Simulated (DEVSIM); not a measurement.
System: Si p+/n-/n+ power diode, at 350 K.

```csv
layer (left to right),material,thickness (μm),Nd (cm⁻³),Na (cm⁻³),τn (s),τp (s)
1,Si,1.50,-,5.8e18,1.7e-7,1.7e-7
2,Si,4.50,2e15,-,1.7e-7,1.7e-7
3,Si,5.10,1.2e18,-,1.7e-7,5.1e-9
```

Left contact: ohmic. Right contact: ohmic. Voltage is applied to the left contact. Recombination: SRH at mid-gap, radiative. Mobility is constant in doping.

The device is made up for the run: typed textbook-type constants, with dimensions and the other settings drawn at random. Values at 300 K; Nc and Nv go as T^1.5, mobilities as T to minus their exponent, the gap by Varshni's rule with the affinity fixed.

| parameter | Si |
|---|---|
| gap (eV) | 1.124 |
| affinity (eV) | 4.05 |
| permittivity | 11.7 |
| Nc (cm⁻³) | 2.86e19 |
| Nv (cm⁻³) | 3.1e19 |
| μn (cm²/Vs) | 1417 |
| μp (cm²/Vs) | 470 |
| T exponent of μn | 2.3 |
| T exponent of μp | 2.2 |
| B (cm³/s) | 4.7e-15 |
| Varshni α (eV/K) | 0.000473 |
| Varshni β (K) | 636 |

Simulated with DEVSIM: 1D drift-diffusion, Boltzmann statistics, complete ionisation; no tunnelling, impact ionisation, image-force lowering or self-heating.

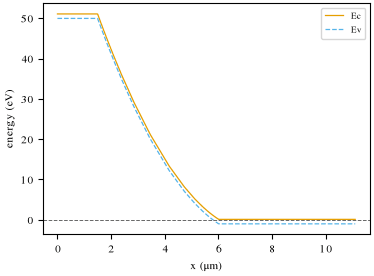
Figure: Band edges at -50.0 V on the left contact

Energies count from the Fermi level of the right contact; mesh points crowd at the junctions.

```
x (μm)   Ec (eV)  Ev (eV)  n (cm⁻³)  p (cm⁻³)  field (V/cm)
-------  -------  -------  --------  --------  ------------
0.000     51.053   49.942     25000    5.8e18           ≈ 0
0.05018   51.053   49.942     24000    5.8e18           ≈ 0
0.1930    51.053   49.942     21000    5.8e18           ≈ 0
0.6333    51.053   49.942     14000    5.8e18           ≈ 0
1.297     51.053   49.942      3300    5.8e18           ≈ 0
1.449     51.053   49.942       800    5.8e18           ≈ 0
1.500     51.006   49.895     < 1e2    1.2e18       -210000
1.575     49.630   48.520     34000   8000000       -180000
1.785     45.928   44.817    170000   7900000       -170000
2.395     35.902   34.791    650000   7600000       -150000
4.166     13.317   12.206   3000000   5900000       -100000
5.607      2.098    0.988   8300000   1900000        -56000
5.884      0.679   -0.432     6.1e9    270000        -47000
5.979      0.246   -0.865    1.0e16       400        -45000
6.032      0.103   -1.008    1.2e18      1600           -35
6.144      0.103   -1.008    1.2e18      7400           ≈ 0
6.499      0.103   -1.008    1.2e18     24000           ≈ 0
7.535      0.103   -1.008    1.2e18     60000           ≈ 0
10.15      0.103   -1.008    1.2e18    110000           ≈ 0
10.81      0.103   -1.008    1.2e18    120000           ≈ 0
11.02      0.103   -1.008    1.2e18    120000           ≈ 0
11.10      0.103   -1.008    1.2e18    120000           ≈ 0
```
